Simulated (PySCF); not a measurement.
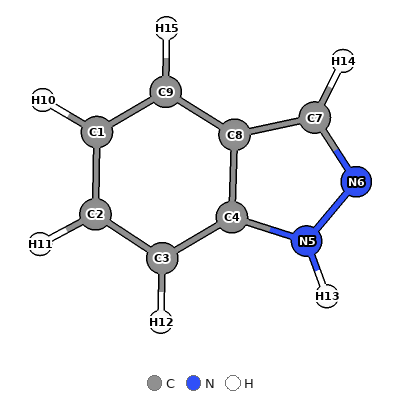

Geometry used (C₇H₆N₂ (1h-indazole), SMILES c1ccc2[nH]ncc2c1).

Kohn-Sham orbital energies near the frontier, PBE0/def2-SVPD in PySCF, at a PBE0-D3(BJ)/def2-SVP geometry (no frequency check), isolated molecule; empty levels in grey, levels within 0.03 eV side by side.

> Where do the frontier orbitals lie?

HOMO at −6.56 eV, LUMO at −0.97 eV, 5.59 eV apart.

> On which atoms do HOMO and LUMO mostly sit?

HOMO: N5 18 %, C3 15 %, C9 15 %. LUMO: C9 17 %, C3 16 %, N6 16 % (Löwdin shares).

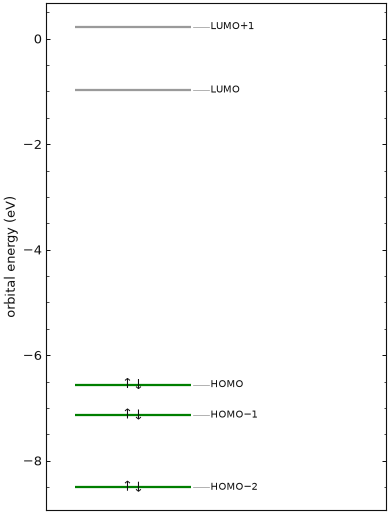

Known limits of this run: empty levels above zero depend strongly on the basis.
